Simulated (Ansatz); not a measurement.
# HOSeSi radical: an energy map over bond length O1–Si2 and bond length Si2–Se3

How does the energy of HOSeSi, SMILES O=[SiH][Se], spin multiplicity 2 change over two coordinates at once? A grid of runs gives the map.

Program: Ansatz 0.2.0. Level of theory: UKS PBE0-D4/def2-TZVP. These are calculated values, not measurements.

### Step 1. Where the work starts

4 atoms, charge 0, spin multiplicity 2.

Atoms are counted from 1 here; the program's logs count them from 0.

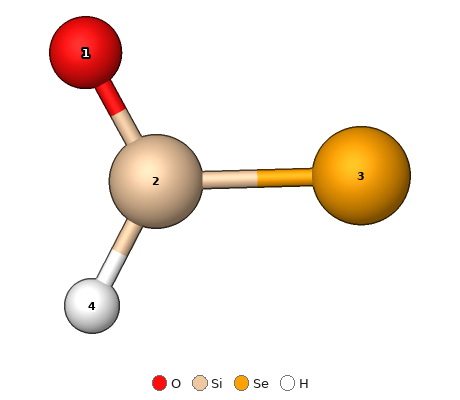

The starting geometry (oxygen red, silicon light orange, selenium orange, hydrogen white); atoms are numbered from 1 in the order of the file.

As a file:

```tsv
atom	x (Å)	y (Å)	z (Å)
O1	-1.15653	-0.25746	1.11458
Si2	-0.13672	0.05630	-0.04194
Se3	1.92883	-0.62799	0.24312
H4	-0.49199	0.78698	-1.30564
```

### Step 2. The minimum at this level

The input, input.yaml:

```yaml
crystal:
  periodic: [false, false, false]
  atoms:
    - { symbol: O, position_ang: [-1.156527, -0.257461, 1.114585] }
    - { symbol: Si, position_ang: [-0.136719, 0.056302, -0.041942] }
    - { symbol: Se, position_ang: [1.928834, -0.627994, 0.243117] }
    - { symbol: H, position_ang: [-0.491988, 0.786984, -1.30564] }
magnetization:
  spin_polarized: true
  initial_magnetization: 1
basis:
  gaussian: { orbitals: def2-TZVP }
hamiltonian:
  xc: pbe0
  dispersion: d4
output:
  forces: true
relax:
  f_tol: 0.003
  max_steps: 120
```

The run is started by

```
$ ansatz run input.yaml --threads 1 --pin off --max-ram 2560MiB --backend cpu --events-out ev --progress --plain --runs-dir out
```

What it wrote, cut to the lines that bear on the results:

```text
Warning: RAYON_NUM_THREADS=1 ignored (pool sized by the plan → 1); use --threads N
[...]
Functional definition: PBE0
[...]
875 factors; their error is unknown
[...]
mean field -75278.25048536 eV, -2766.4246799061 hartree, gradient 1.3e-6 eV, S^2 0.756074; 4 other end points of the search recorded, 0 dependent functions left out
[...]
reference -75278.25050999 eV, -2766.4246808112 hartree; 29, 28 occupied and 93, 94 virtual orbitals, 875 factors
relax step   1: F+E_penalty+E_count = -75278.33203116 eV  Δ(F+E_penalty+E_count) = +0.000e0 eV  max|allowed force component| = 1.768e0 eV/Å  Δτ_max = 0.0000 Å  (126 SCF iters, accepted)
[...]
relax step   5: F+E_penalty+E_count = -75278.42659766 eV  Δ(F+E_penalty+E_count) = -1.696e-3 eV  max|allowed force component| = 4.174e-3 eV/Å  Δτ_max = 0.0101 Å  (59 SCF iters, accepted)
[...]
relax step   6: F+E_penalty+E_count = -75278.42660057 eV  Δ(F+E_penalty+E_count) = -2.909e-6 eV  max|allowed force component| = 1.325e-3 eV/Å  Δτ_max = 0.0010 Å  (56 SCF iters, accepted)
875 factors; their error is unknown
[...]
mean field -75278.34513501 eV, -2766.4281582167 hartree, gradient 1.6e-5 eV, S^2 0.754589; 5 other end points of the search recorded, 0 dependent functions left out
[...]
reference -75278.34515971 eV, -2766.4281591244 hartree; 29, 28 occupied and 93, 94 virtual orbitals, 875 factors
Total energy: -75278.42662527 eV, -2766.4311529285 hartree
Atom 0 at    -1.210813    -0.234048     1.095783 Å, force    -0.000357     0.000152    -0.000161 eV/Å
Atom 1 at    -0.177973     0.038057     0.017413 Å, force     0.001328    -0.000476     0.000362 eV/Å
Atom 2 at     1.942559    -0.591658     0.163354 Å, force    -0.000403     0.000077     0.000031 eV/Å
Atom 3 at    -0.410173     0.745481    -1.266430 Å, force    -0.000568     0.000247    -0.000233 eV/Å
Dipole moment:     0.524304     0.131577    -0.534408 e Å
```

Wall time 3.3 min (1 thread of Arm Neoverse N1, shared host); peak memory 0.47 GiB.

Along the way:

```tsv
step	energy from step 1 (eV)	largest force component (eV/Å)
1	0.0000	1.7685
2	-0.0624	1.1647
3	-0.0929	0.2944
4	-0.0923	0.1388
5	-0.0946	0.0042
6	-0.0946	0.0013
```

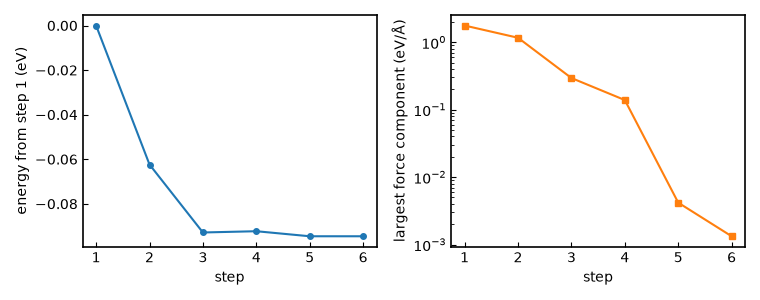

Energy and force, step by step.

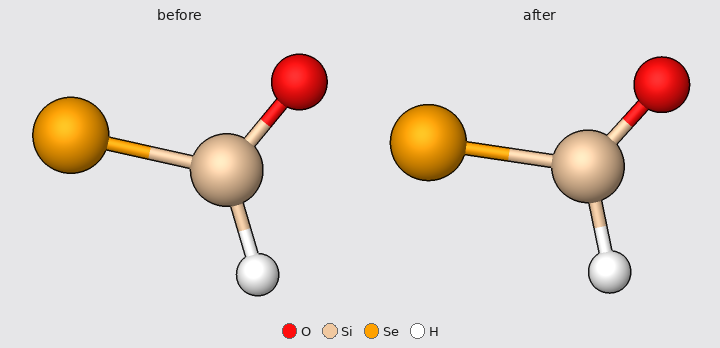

Before and after, at one scale.

Distances of close pairs at the start and the end, largest changes first:

```tsv
bond	before (Å)	after (Å)	change (Å)
O1–Si2	1.574	1.518	-0.056
Si2–Se3	2.195	2.217	+0.022
Si2–H4	1.502	1.484	-0.018
```

### Step 3. Plan of the scan

The axes are (1) bond length O1–Si2: 9 values from 1.245 to 2.277 Å; (2) bond length Si2–Se3: 9 values from 1.951 to 2.771 Å.

Nothing else is relaxed (all other coordinates rigid). Energies count from the relaxed molecule at the same level. Points are written as (first, second).

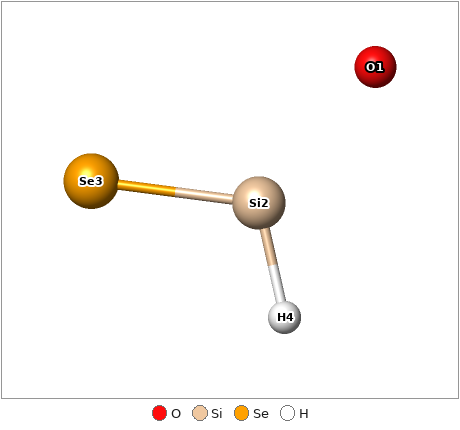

The geometry at (2.277 Å, 2.156 Å).

Below, 3 of the grid's runs; all are launched alike.

### Step 4. Grid point (2.277 Å, 2.156 Å)

The input, input.yaml:

```yaml
crystal:
  periodic: [false, false, false]
  atoms:
    - { symbol: O, position_ang: [-1.210813, -0.234048, 1.095783] }
    - { symbol: Si, position_ang: [0.338662, 0.174166, -0.521998] }
    - { symbol: Se, position_ang: [2.400973, -0.43826, -0.380064] }
    - { symbol: H, position_ang: [0.106463, 0.881591, -1.80584] }
magnetization:
  spin_polarized: true
  initial_magnetization: 1
basis:
  gaussian: { orbitals: def2-TZVP }
hamiltonian:
  xc: pbe0
  dispersion: d4
output:
  forces: true
```

The run is started by

```
$ ansatz run input.yaml --threads 1 --pin off --max-ram 2560MiB --backend cpu --events-out ev --progress --plain --runs-dir out
```

What it wrote, cut to the lines that bear on the results:

```text
Warning: RAYON_NUM_THREADS=1 ignored (pool sized by the plan → 1); use --threads N
[...]
[... 1 set-up line as earlier in the session ...]
[...]
875 factors; their error is unknown
[...]
mean field -75274.93683095 eV, -2766.3029053528 hartree, gradient 2.5e-6 eV, S^2 0.795384; 6 other end points of the search recorded, 0 dependent functions left out
[...]
reference -75274.93685530 eV, -2766.3029062476 hartree; 29, 28 occupied and 93, 94 virtual orbitals, 875 factors
Total energy: -75275.01384166 eV, -2766.3057354440 hartree
Atom 0 at    -1.210813    -0.234048     1.095783 Å, force     2.454593     0.837379    -2.941523 eV/Å
Atom 1 at     0.338662     0.174166    -0.521998 Å, force     0.460800    -1.375844     2.492256 eV/Å
Atom 2 at     2.400973    -0.438260    -0.380064 Å, force    -1.986974     0.427376     0.186279 eV/Å
Atom 3 at     0.106463     0.881591    -1.805840 Å, force    -0.928419     0.111090     0.262988 eV/Å
Dipole moment:    -0.059302     0.256560    -0.478602 e Å
```

Run time: 44 s. Hardware: 1 thread of Arm Neoverse N1, shared host; peak memory 0.45 GiB.

On the map this point reads 329 kJ/mol.

### Step 5. The run at (1.761 Å, 2.669 Å)

The input, input.yaml:

```yaml
crystal:
  periodic: [false, false, false]
  atoms:
    - { symbol: O, position_ang: [-1.210813, -0.234048, 1.095783] }
    - { symbol: Si, position_ang: [-0.01247, 0.081659, -0.155386] }
    - { symbol: Se, position_ang: [2.540548, -0.676488, 0.02032] }
    - { symbol: H, position_ang: [-0.24467, 0.789084, -1.439228] }
magnetization:
  spin_polarized: true
  initial_magnetization: 1
basis:
  gaussian: { orbitals: def2-TZVP }
hamiltonian:
  xc: pbe0
  dispersion: d4
output:
  forces: true
```

The run is started by

```
$ ansatz run input.yaml --threads 1 --pin off --max-ram 2560MiB --backend cpu --events-out ev --progress --plain --runs-dir out
```

What it wrote, cut to the lines that bear on the results:

```text
Warning: RAYON_NUM_THREADS=1 ignored (pool sized by the plan → 1); use --threads N
[...]
[... 1 set-up line as earlier in the session ...]
[...]
875 factors; their error is unknown
[...]
mean field -75276.34459151 eV, -2766.3546395991 hartree, gradient 1.5e-6 eV, S^2 0.757850; 4 other end points of the search recorded, 0 dependent functions left out
[...]
reference -75276.34461713 eV, -2766.3546405404 hartree; 29, 28 occupied and 93, 94 virtual orbitals, 875 factors
Total energy: -75276.41933108 eV, -2766.3573862275 hartree
Atom 0 at    -1.210813    -0.234048     1.095783 Å, force     5.020953     1.348242    -5.292868 eV/Å
Atom 1 at    -0.012470     0.081659    -0.155386 Å, force    -2.316941    -2.157599     5.491655 eV/Å
Atom 2 at     2.540548    -0.676488     0.020320 Å, force    -2.699863     0.812287    -0.206743 eV/Å
Atom 3 at    -0.244670     0.789084    -1.439228 Å, force    -0.004150    -0.002930     0.007956 eV/Å
Dipole moment:     0.462049     0.209888    -0.657491 e Å
```

It took 45 s on 1 thread of Arm Neoverse N1, shared host; peak memory 0.45 GiB.

That is 194 kJ/mol from the zero.

### Step 6. Grid point (1.503 Å, 2.258 Å)

The input, input.yaml:

```yaml
crystal:
  periodic: [false, false, false]
  atoms:
    - { symbol: O, position_ang: [-1.210813, -0.234048, 1.095783] }
    - { symbol: Si, position_ang: [-0.188037, 0.035405, 0.02792] }
    - { symbol: Se, position_ang: [1.971841, -0.605994, 0.176569] }
    - { symbol: H, position_ang: [-0.420236, 0.74283, -1.255922] }
magnetization:
  spin_polarized: true
  initial_magnetization: 1
basis:
  gaussian: { orbitals: def2-TZVP }
hamiltonian:
  xc: pbe0
  dispersion: d4
output:
  forces: true
```

The run is started by

```
$ ansatz run input.yaml --threads 1 --pin off --max-ram 2560MiB --backend cpu --events-out ev --progress --plain --runs-dir out
```

What it wrote, cut to the lines that bear on the results:

```text
Warning: RAYON_NUM_THREADS=1 ignored (pool sized by the plan → 1); use --threads N
[...]
[... 1 set-up line as earlier in the session ...]
[...]
875 factors; their error is unknown
[...]
mean field -75278.32842522 eV, -2766.4275441431 hartree, gradient 1.2e-6 eV, S^2 0.754558; 4 other end points of the search recorded, 0 dependent functions left out
[...]
reference -75278.32844997 eV, -2766.4275450528 hartree; 29, 28 occupied and 93, 94 virtual orbitals, 875 factors
Total energy: -75278.40967453 eV, -2766.4305300002 hartree
Atom 0 at    -1.210813    -0.234048     1.095783 Å, force    -0.561650    -0.143295     0.577084 eV/Å
Atom 1 at    -0.188037     0.035405     0.027920 Å, force     1.033455    -0.008372    -0.521590 eV/Å
Atom 2 at     1.971841    -0.605994     0.176569 Å, force    -0.494437     0.155990    -0.052247 eV/Å
Atom 3 at    -0.420236     0.742830    -1.255922 Å, force     0.022633    -0.004322    -0.003247 eV/Å
Dipole moment:     0.499140     0.135860    -0.529807 e Å
```

Wall time 40 s (1 thread of Arm Neoverse N1, shared host); peak memory 0.46 GiB.

On the map this point reads 1.6 kJ/mol.

### Step 7. Energy over the grid

79 points were computed, and 2 have no value (skipped by design, atoms too close, or no result). Energies in kJ/mol, from the relaxed molecule at the same level:

```csv
"bond length Si2–Se3 (Å) ↓, bond length O1–Si2 (Å) →",1.245,1.374,1.503,1.632,1.761,1.890,2.019,2.148,2.277
2.771,455,177,108,141,222,320,419,498,561
2.669,429,151,80,113,194,291,389,463,523
2.566,404,125,54,87,166,263,355,425,481
2.463,382,102,31,62,141,237,321,–,437
2.361,366,85,12,43,120,215,286,343,394
2.258,359,76,2,31,106,–,250,305,356
2.156,364,80,4,30,101,168,224,278,329
2.053,390,103,24,47,105,161,215,269,320
1.951,444,155,72,87,133,182,235,288,338
```

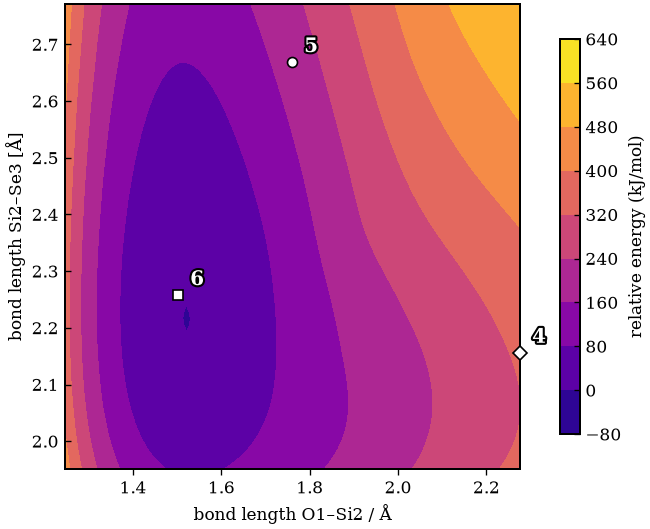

The map; numbers mark the steps of this session that print a point's run. In the figure: filled contours. Between grid points the surface is interpolated.

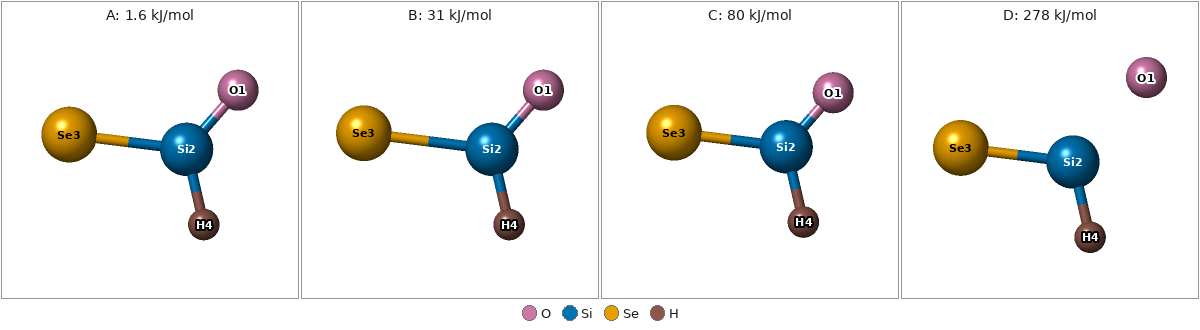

Structures on the grid, at one scale: A at (1.503 Å, 2.258 Å); B at (1.503 Å, 2.463 Å); C at (1.374 Å, 2.156 Å); D at (2.148 Å, 2.156 Å).

On the same grid, dipole moment (D):

| bond length Si2–Se3 (Å) ↓, bond length O1–Si2 (Å) → | 1.245 | 1.374 | 1.503 | 1.632 | 1.761 | 1.890 | 2.019 | 2.148 | 2.277 |
| --- | --- | --- | --- | --- | --- | --- | --- | --- | --- |
| 2.771 | 2.36 | 2.67 | 3.06 | 3.47 | 3.88 | 4.25 | 4.54 | 2.81 | 2.58 |
| 2.669 | 2.32 | 2.69 | 3.12 | 3.56 | 3.99 | 4.37 | 3.05 | 2.67 | 2.55 |
| 2.566 | 2.32 | 2.74 | 3.21 | 3.68 | 4.11 | 4.50 | 2.81 | 2.56 | 2.87 |
| 2.463 | 2.36 | 2.82 | 3.32 | 3.80 | 4.24 | 4.59 | 2.58 | – | 2.84 |
| 2.361 | 2.43 | 2.93 | 3.44 | 3.92 | 4.33 | 4.44 | 2.42 | 2.79 | 2.76 |
| 2.258 | 2.53 | 3.05 | 3.56 | 4.01 | 4.27 | – | 2.67 | 2.65 | 2.68 |
| 2.156 | 2.64 | 3.16 | 3.64 | 3.99 | 3.56 | 2.49 | 2.51 | 2.54 | 2.62 |
| 2.053 | 2.74 | 3.23 | 3.65 | 3.69 | 2.59 | 2.33 | 2.36 | 2.45 | 2.60 |
| 1.951 | 2.81 | 3.25 | 3.50 | 3.02 | 2.19 | 2.17 | 2.24 | 2.39 | 2.62 |

### Step 8. Summary of results

| quantity | value |
| --- | --- |
| lowest point | (1.503 Å, 2.258 Å), 1.6 kJ/mol |
| highest computed point (blank points may lie higher) | (2.277 Å, 2.771 Å), 559 kJ/mol above the lowest |
| dipole moment (D) | 2.17 at (1.890 Å, 1.951 Å) to 4.59 at (1.890 Å, 2.463 Å); 3.56 at the lowest point |
| time for the whole task | 71 min on 1 thread, shared host |

The lowest computed point is at (1.503 Å, 2.258 Å), 1.6 kJ/mol from the relaxed molecule at the same level. The grid shows no well of another kind. The highest computed point, (2.277 Å, 2.771 Å), lies 559 kJ/mol above the lowest. Round the minimum the two coordinates are nearly uncoupled.
